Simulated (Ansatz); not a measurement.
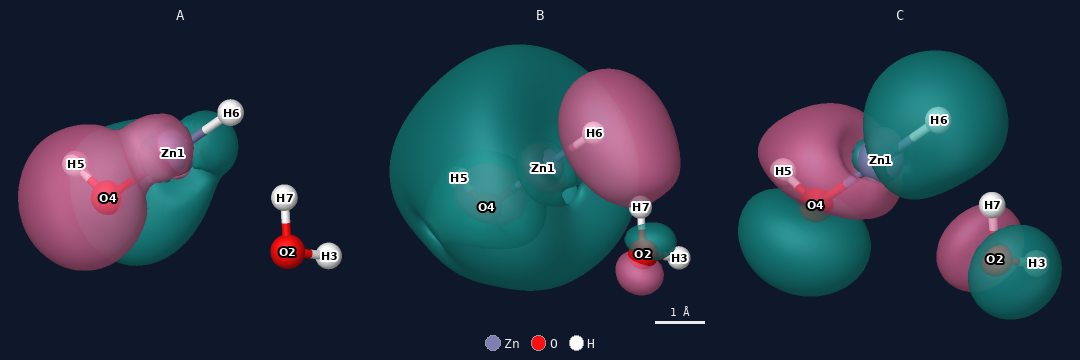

Figure. H2OZn···H2O. Three frontier orbitals at ±0.06 Å⁻³ᐟ² (teal and pink are the two phases), in no order.

Not at a stationary point (largest force 0.8 eV/Å).

Theory: RKS B3LYP-D4/def2-SVP (Ansatz 0.2.0).

```yaml
atoms:
  - { symbol: Zn, position_ang: [0.8497, -0.3755, -0.4571] }
  - { symbol: O, position_ang: [-0.1652, 0.2337, 2.2753] }
  - { symbol: H, position_ang: [-0.5713, -0.5652, 2.6363] }
  - { symbol: O, position_ang: [-0.3472, -0.2060, -1.7630] }
  - { symbol: H, position_ang: [-0.0382, -0.5155, -2.6264] }
  - { symbol: H, position_ang: [1.8919, -0.5632, 0.6871] }
  - { symbol: H, position_ang: [0.7584, -0.0490, 2.0756] }
```

> Which picture is the HOMO−1, the HOMO and the LUMO?

C is the HOMO−1 (−7.78 eV). Its weight (Hirshfeld) is mainly on O4 (about 55 %), H6 (about 15 %), Zn1 (about 15 %) and O2 (about 10 %). A is the HOMO (−7.26 eV). Its weight (Hirshfeld) is mainly on O4 (about 85 %) and Zn1 (about 10 %); largely a lone pair of O4. B is the LUMO (−0.38 eV). Its weight (Hirshfeld) is mainly on Zn1 (about 55 %), O4 (about 15 %), H6 (about 15 %) and H5 (about 10 %).

> What is the HOMO–LUMO gap?

6.88 eV between the orbital energies.
